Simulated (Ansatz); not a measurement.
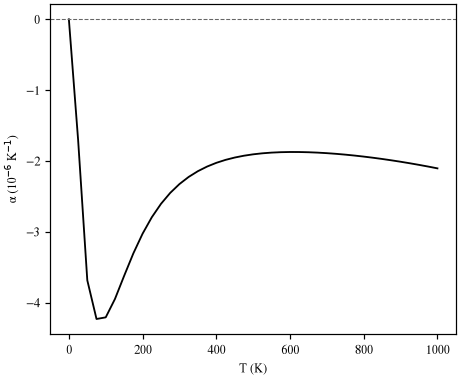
Figure: Linear thermal expansion of AlAs (zinc blende, F-43m) from quasi-harmonic approximation, LDA in Ansatz (an electronic-structure program)

Dynamical quadrupoles are not included in the interpolation of the phonons between the solved wave vectors. The pressure is 15 GPa. The structure is held there; whether it is the stable one at that pressure was not tested.

### Question
Read off α at 900 K, and say whether it is negative anywhere.

### Answer
About -2.0 × 10⁻⁶ K⁻¹. It is negative at low temperature up to the end of the range; the lowest value on the 25 K grid is -4.2 × 10⁻⁶ K⁻¹.

The PAW data sets were generated under PBE and serve the other functionals too.
